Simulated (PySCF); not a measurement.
# C₄H₁₁AsBN: electronic excitations

Wanted: the electronic excitations of C₄H₁₁AsBN (`[AsH2]BN1CCCC1`), by calculation.

Computed with PySCF 2.14.0, with density-fitted response routines of our own, on a single molecule in the gas phase. Atoms are numbered from 0 throughout.

## 1. The starting structure

18 atoms, charge 0, multiplicity 1; geometry from: GFN2-xTB.

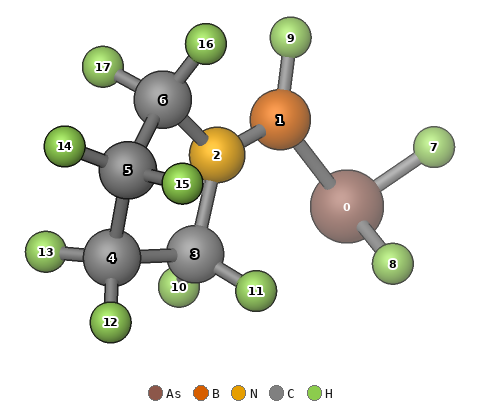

As it starts; arsenic brown, boron orange, nitrogen amber, carbon grey, hydrogen green, atoms numbered.

## 2. Ultraviolet spectrum: CAM-B3LYP/def2-SVPD

Job settings and geometry (Å):

```
{"job": {"kind": "uv", "xc": "CAM-B3LYP", "basis": "def2-SVPD", "nstates": 8, "ntriplets": 3}, "charge": 0, "multiplicity": 1}
As     3.196029     0.084986    -0.580421
B      1.620021     0.817864     0.456644
N      0.339787     0.396759     0.174516
C     -0.004620    -0.614333    -0.816647
C     -1.528195    -0.594986    -0.920949
C     -1.942313    -0.162570     0.482734
C     -0.876063     0.876050     0.819527
H      4.163708     0.217225     0.561113
H      2.935219    -1.344109    -0.172461
H      1.744217     1.649555     1.281409
H      0.485244    -0.397755    -1.773079
H      0.347039    -1.598840    -0.476729
H     -1.937010    -1.561682    -1.207964
H     -1.848573     0.150079    -1.650796
H     -2.949169     0.247256     0.524485
H     -1.876884    -1.007376     1.169937
H     -0.721782     0.995086     1.893215
H     -1.155416     1.853109     0.403816
```

Method: TDDFT CAM-B3LYP/def2-SVPD, vertical, gas phase, core orbitals frozen in the response.

Run with:

```bash
$ OMP_NUM_THREADS=1 python probes_run.py task.json out
```

This one command runs all jobs of the session in turn.

Predict these results of the whole session: lowest singlet (CAM-B3LYP/def2-SVPD); brightest single state of those computed; lowest triplet.

The runs gave:

| quantity | value |
| --- | --- |
| lowest singlet (CAM-B3LYP/def2-SVPD) | 5.62 eV (221 nm), f = 0.050 |
| brightest single state of those computed | state 3, 6.47 eV, f = 0.175 |
| lowest triplet | 4.86 eV |

The first singlet state (HOMO→LUMO 0.68, HOMO→LUMO+1 0.17) lies at 5.62 eV and is weak; of the 8 states computed, the strongest absorption comes from state 3 at 6.47 eV. The lowest triplet lies 0.76 eV below the lowest singlet (triplets in Tamm-Dancoff, singlets in full TDDFT).
